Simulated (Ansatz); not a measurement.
# Calculations on CH6ClFN2Si

### Relaxation

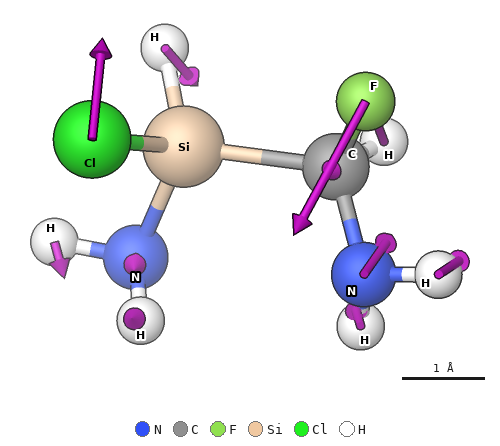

This is a relaxation of CH6ClFN2Si. The starting structure is drawn; purple arrows show the displacements, at their true length. The two geometries are superimposed by the best rigid fit.

A ball-and-stick model, seen at a tilt.

The run prepares an end point of a later path (torsion) calculation, from a guessed geometry.

Method: RKS PBE-D4/def2-SVP (Ansatz 0.2.0). (no spin polarisation; force threshold 0.015 eV/Å; at most 40 steps)

Q: What did the optimiser do to the structure, and how much energy did it gain?

A: The energy falls by 20.6 kcal/mol in 26 accepted moves (27 points after the start). Largest force component: 1.7 eV/Å at the start, 0.013 eV/Å at the end. The line search rejected the trial step at point 18 of the run. The atom that moves furthest after the best rigid fit is the F atom (1.93 Å). By element the largest moves are F 1.93 Å, H 1.63 Å, Cl 1.39 Å, N 1.11 Å, C 0.36 Å, Si 0.12 Å. Among the contacts that change: C–F 1.363 → 1.453 Å, H–Si 1.440 → 1.496 Å, C–Si 1.944 → 1.911 Å, H–N 0.993 → 1.026 Å. Bond angles that change, for instance: Si–N–H 102.8° → 120.3°, N–Si–Cl 105.4° → 116.0°, C–Si–N 110.3° → 102.2°. Groups turn about C–Si by about 110°. The run took 88 s on 2 threads of Arm Neoverse V1, on a shared host, peak memory 0.19 GiB.

### Relaxation

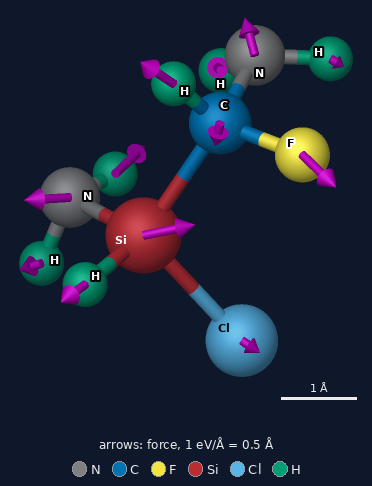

Starting geometry of CH$_{6}$ClFN$_{2}$Si with the computed forces as purple arrows. A ball-and-stick model, seen from a free direction.

The run prepares an end point of a later path (torsion) calculation, from a guessed geometry.

The calculation used Ansatz, RKS PBE-D4/def2-SVP.

Input
```yaml
crystal:
  periodic: [false, false, false]
  atoms:
    - { symbol: "N", position_ang: [-1.4248, -0.8691, -0.4885] }
    - { symbol: C, position_ang: [-0.4772, -0.8861, 0.5673] }
    - { symbol: F, position_ang: [0.75456, -0.91314, -0.01478] }
    - { symbol: Si, position_ang: [-0.6982, -2.35219, 1.82389] }
    - { symbol: "N", position_ang: [-2.35912, -2.66299, 2.08689] }
    - { symbol: Cl, position_ang: [0.06472, -4.09768, 0.97587] }
    - { symbol: H, position_ang: [-2.16, -1.5159, -0.2801] }
    - { symbol: H, position_ang: [-1.0001, -1.0952, -1.3826] }
    - { symbol: H, position_ang: [-0.53296, 0.03816, 1.12249] }
    - { symbol: H, position_ang: [-0.00816, -2.12423, 3.06655] }
    - { symbol: H, position_ang: [-2.34354, -3.51625, 2.64564] }
    - { symbol: H, position_ang: [-2.74637, -2.94837, 1.21788] }
basis:
  gaussian: { orbitals: def2-SVP }
hamiltonian:
  xc: pbe
  dispersion: d4
relax:
  f_tol: 0.015
  max_steps: 40
```

Command:
```bash
ansatz run input.yaml --threads 2 --pin off --max-ram 3072MiB --backend cpu --events-out ev --progress --plain --runs-dir out
```

Is this structure relaxed? If not, where do the atoms go?

Answer. It isn't relaxed: the largest force vector, on H12, is 1.80 eV/Å. The final displacements have little in common with the starting forces (cosine between the two patterns −0.12). The largest move after the best rigid fit is that of H7, 1.54 Å. By element the largest moves are H 1.54 Å, F 0.44 Å, N 0.42 Å, Cl 0.39 Å, C 0.16 Å, Si 0.14 Å. Some distances before and after: C2–F3 1.363 → 1.431 Å, Si4–H10 1.440 → 1.494 Å, C2–H9 1.080 → 1.114 Å, C2–Si4 1.944 → 1.910 Å. Among the angles between lasting bonds that change: Si4–N5–H11 102.8° → 120.4°, N5–Si4–Cl6 105.4° → 115.2°, Si4–N5–H12 107.2° → 116.7°. Groups turn about N1–C2 by about 70°, C2–Si4 by about 30°. Over 18 geometry steps the energy falls by 1.040 eV. Largest force component: 1.5 eV/Å at the start, 0.01 eV/Å at the end. The run took 61 s on 2 threads of Arm Neoverse V1, with other jobs on the host, peak memory 0.19 GiB.

### Path

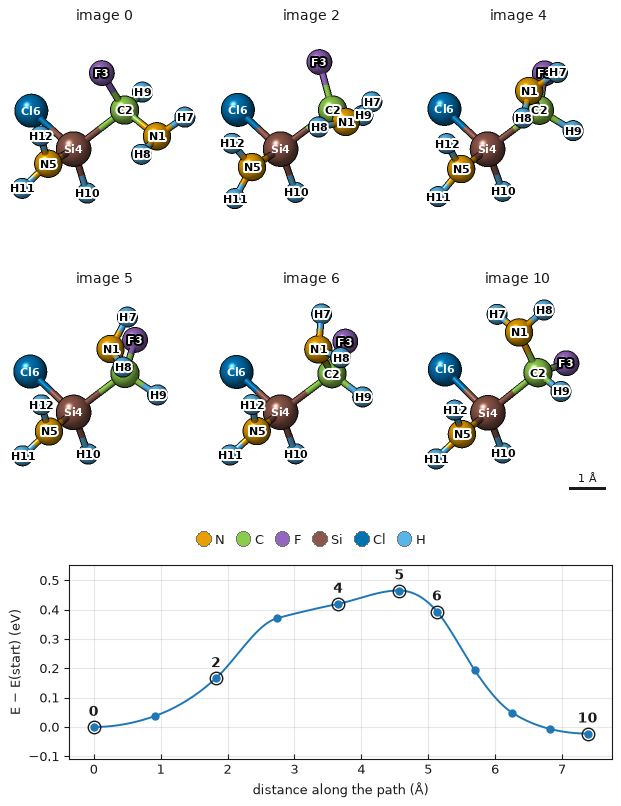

A nudged-elastic-band calculation for CH6ClFN2Si. Images are numbered from 0 (start) to 10 (end). Style: ball-and-stick. Shown from a free direction.

These are results of RKS PBE-D4/def2-SVP in Ansatz 0.2.0, not measurements. Set-up: 9 movable images; climbing image; force threshold 0.05 eV/Å; iteration limit 49; starting path through a guess of the saddle point.

Q: Describe the mechanism and the energy profile.

A: The motion is a rotation about the N1–C2 bond, with a turn of about 135° about C2–Si4. No bond forms or breaks between the ends. Bond angles that change up to the highest image, for instance: F3–C2–Si4 103.4° → 110.5°, C2–N1–H7 114.1° → 107.3°. Forward barrier 0.47 eV, backward barrier 0.49 eV, with image 5 at the top; the reaction energy is −0.02 eV. The band converged in 17 iterations. The largest component of the band force went from 60 to 0.033 eV/Å. The climbing image converged on the top of the path. Its vibrational analysis gives one imaginary mode (254i cm⁻¹), as a transition state must have.

The run took 6.9 min on 2 threads of Arm Neoverse V1, with other jobs on the host, peak memory 0.18 GiB.
